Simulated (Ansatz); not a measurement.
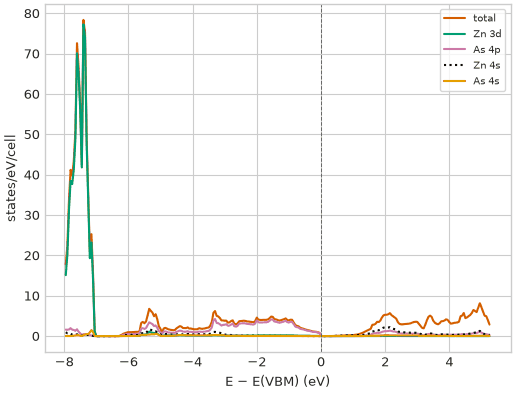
Total and projected density of states of RbZn₄As₃ in space group P4/mmm (No. 123; Rb on 1b, Zn on 4i, As on 2h, As on 1a), the program Ansatz at the r²SCAN level (PAW)

### Question
Which orbitals carry the states next to the gap?

### Answer
Top 1 eV of the valence band: As 4p 88 %. Bottom 1 eV of the conduction band: Zn 4s 60 %, As 4p 8 %, outside the projected shells 25 %. Projections are on Löwdin-orthogonalised atomic valence shells; empty p or d shells of many metals are not among them.

### Question
Where is the tallest occupied peak in this window, and what makes it?

### Answer
Near -7.4 eV, about 78 states/eV per cell; the largest projected share is Zn 3d.

The workflow started from an entry of the Crystallography Open Database (COD, 200 K). Whether it is the stable phase at ambient conditions was not checked. The cell was relaxed with r²SCAN under the symmetry of its start; its stability against distortions is not shown here. Scalar-relativistic: spin–orbit coupling is off unless named, which matters more the heavier the elements.

Potentials: the later of the program's two PAW sets.
